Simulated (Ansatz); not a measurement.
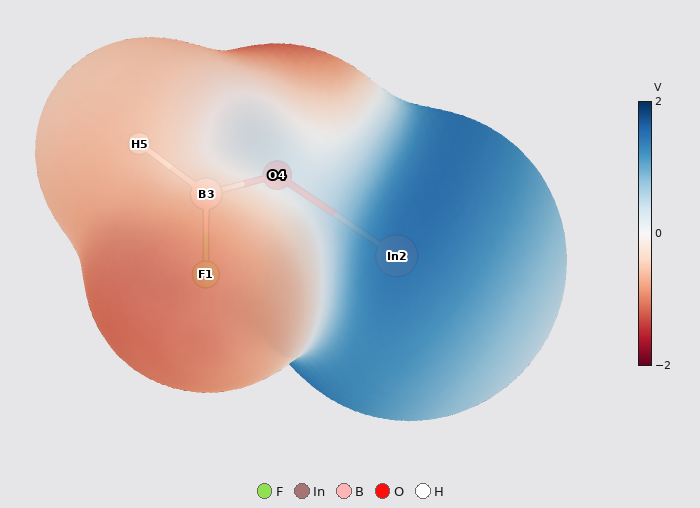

The picture shows: BFHInO. The electrostatic potential painted on the density surface at 0.001 e/bohr³, seen at a tilt; the colour scale runs from red (negative) to blue (positive).

Geometry: PBE0-D4/def2-TZVP; core potentials replace the inner electrons of In.

These are results of Ansatz 0.2.0, RKS PBE0-D4/def2-TZVPP, not measurements.

```xyz
5

F    -1.3313    0.1482   -0.5172
In    0.3621   -2.0672    1.2739
B    -0.0373    0.5226   -0.3301
O     0.7808   -0.2465    0.3628
H     0.2756    1.5691   -0.8308
```

Q: Describe the electrostatic potential map.

A: The most negative region (about −1.3 V, or −30 kcal/mol for a unit charge) lies over O4, the most positive (about +1.5 V, or +35 kcal/mol for a unit charge) over In2. O4 is the likeliest acceptor of a hydrogen bond.
